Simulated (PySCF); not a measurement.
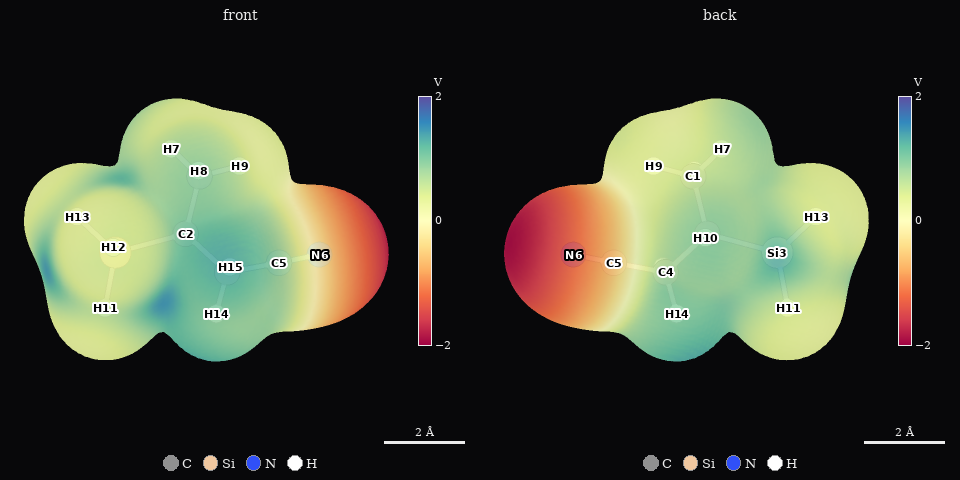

Figure. C4H9NSi (SMILES C[C@H]([SiH3])CC#N). The molecular electrostatic potential painted on the density surface at 0.002 e/bohr³, seen from the front and from behind; the colour scale runs from red (negative) to blue (positive).

Geometry: GFN2-xTB.

Computed with PySCF 2.14.0, PBE0/pcSseg-1, SCF density, gas phase, non-relativistic.

```xyz
15

C     0.5211    1.3842   -0.1928
C    -0.0403   -0.0207   -0.3988
Si   -1.9432   -0.0560   -0.2087
C     0.6215   -1.0041    0.5808
C     2.0335   -1.1129    0.3213
N     3.1501   -1.1839    0.0841
H     0.0900    2.0771   -0.9122
H     0.2938    1.7484    0.8083
H     1.6035    1.3931   -0.3189
H     0.2219   -0.3425   -1.4136
H    -2.4024   -1.4310   -0.4163
H    -2.2860    0.3778    1.1474
H    -2.5307    0.8444   -1.1978
H     0.1819   -2.0014    0.4840
H     0.4809   -0.6644    1.6111
```

### Where is the surface potential most negative and most positive?

The most negative region (about −1.9 V) lies over N6, the most positive (about +1.4 V) over Si3. N6 is the likeliest acceptor of a hydrogen bond.
